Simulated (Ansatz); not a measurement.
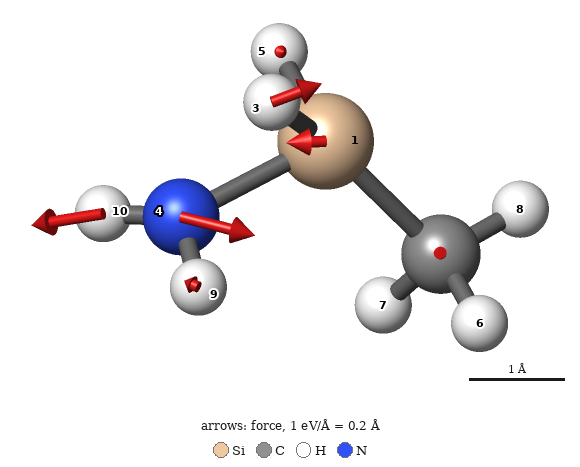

Starting geometry of CH7NSi (started from a transition state, displaced along its imaginary mode) with the computed forces as red arrows. The picture is a ball-and-stick view, seen at a tilt.

Method: Ansatz, RKS PBE0-D4/def2-TZVP.

Input
```yaml
crystal:
  periodic: [false, false, false]
  atoms:
    - {symbol: Si, position_ang: [-0.691720, 0.069626, 0.293717]}
    - {symbol: C, position_ang: [0.885658, 1.100454, 0.593796]}
    - {symbol: H, position_ang: [-1.407023, -1.279631, 0.678054]}
    - {symbol: N, position_ang: [-0.434175, -1.348884, -0.788857]}
    - {symbol: H, position_ang: [-1.605225, 0.953558, -0.525455]}
    - {symbol: H, position_ang: [1.616013, 0.539444, 1.180424]}
    - {symbol: H, position_ang: [1.308042, 1.280813, -0.407907]}
    - {symbol: H, position_ang: [0.735498, 2.071995, 1.074513]}
    - {symbol: H, position_ang: [0.243320, -2.003985, -0.402535]}
    - {symbol: H, position_ang: [-0.650389, -1.383490, -1.695850]}
basis:
  gaussian: {orbitals: def2-TZVP}
hamiltonian: {xc: pbe0, dispersion: d4}
relax: {f_tol: 0.005, max_steps: 200}
```

Launched with:
```bash
ansatz run in.yaml --threads 2 --pin off --events-out ev --progress --plain --max-ram 4352MiB
```

Is this structure relaxed? If not, where do the atoms go?

Answer. It isn't relaxed: the largest force vector, on H10, is 4.37 eV/Å. The final displacements follow the starting forces only in part (cosine between the two patterns 0.30). The atom that moves furthest after the best rigid fit is H3 (1.01 Å). By element the largest moves are H 1.01 Å, N 0.36 Å, Si 0.25 Å, C 0.14 Å. Among the contacts that change: Si1–N4 1.803 → 1.724 Å, Si1–H3 1.575 → 1.497 Å, N4–H10 0.933 → 1.007 Å, Si1–C2 1.908 → 1.864 Å. Bond angles that change, for instance: H3–Si1–N4 62.4° → 114.7°, C2–Si1–H3 143.1° → 107.9°, H9–N4–H10 119.9° → 110.3°. The energy falls by 2.456 eV in 12 accepted moves (13 points after the start). The largest force component goes from 4.3 to 0.001 eV/Å. The line search rejected the trial step at point 8 of the run.
